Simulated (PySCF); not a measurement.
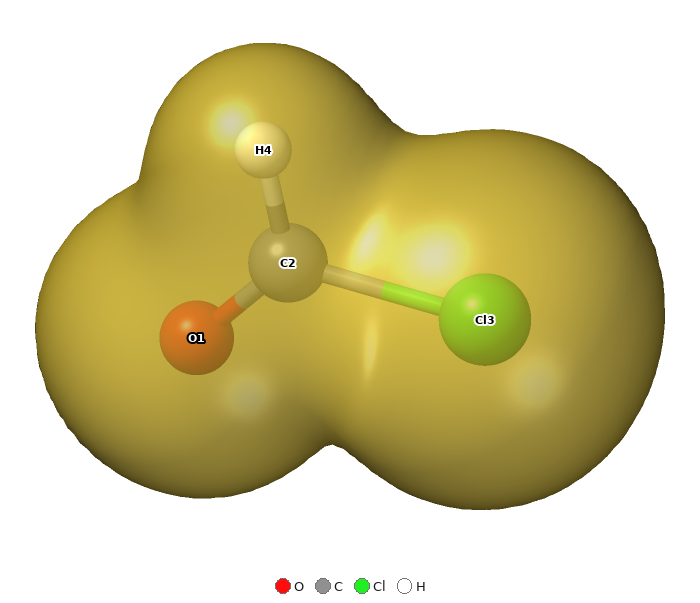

*CHClO (formyl chloride). Isosurface of the electron density at 0.05 e/Å³ (yellow), seen at a tilt.*

Geometry: GFN2-xTB.

Theory: PySCF, PBE0/pcSseg-1, SCF density, gas phase, non-relativistic.

How is the density connected at this value?

Answer. At this value the surface is in one piece. It bridges the sampled C–O (1.18 Å), C–Cl (1.74 Å) and C–H (1.10 Å) contacts, where the density stays above the isovalue. On the grid the lowest density along these lines, outside the cores, is 3.1 e/Å³ (C–O, 1.18 Å), 1.4 e/Å³ (C–Cl, 1.74 Å) and 1.9 e/Å³ (C–H, 1.10 Å).
